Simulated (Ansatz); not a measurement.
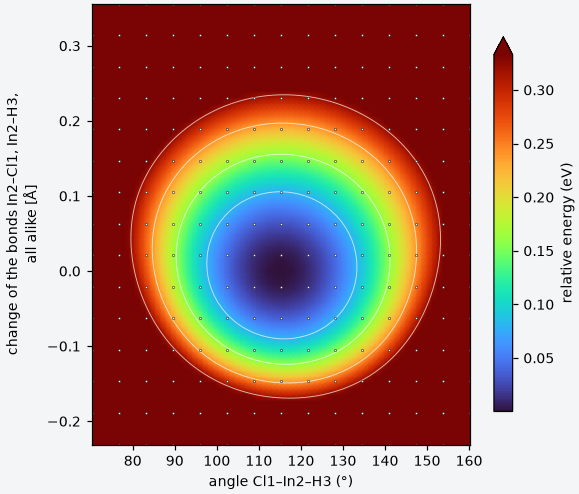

ClHIn, SMILES [Cl][InH], spin multiplicity 2. 
- The first coordinate is: angle Cl1–In2–H3; the second: change of the bonds In2–Cl1, In2–H3, all alike.
- Nothing is relaxed (all other coordinates rigid).
- The scan uses a 15 × 15 grid.
- Points are written as (first, second).
- Energies are in eV, from the relaxed molecule at the same level.
- All numbers below come from UKS PBE-D4/def2-TZVP (Ansatz 0.2.0).

Drawn: a smooth colour map with a few white contour lines, dots at the grid points, one colour for all values above the top of the scale. Between grid points the surface is interpolated.

**Estimate the position of the minimum and the force constants in these coordinates.**

The interpolated minimum is at angle Cl1–In2–H3 ≈ 115.2°, the second coordinate ≈ 0.000 Å. The curvatures there are about 1.7 eV/rad² and 17 eV/Å², with a cross term of about 0.2 eV/(rad·Å). Round the minimum the two coordinates are nearly uncoupled.
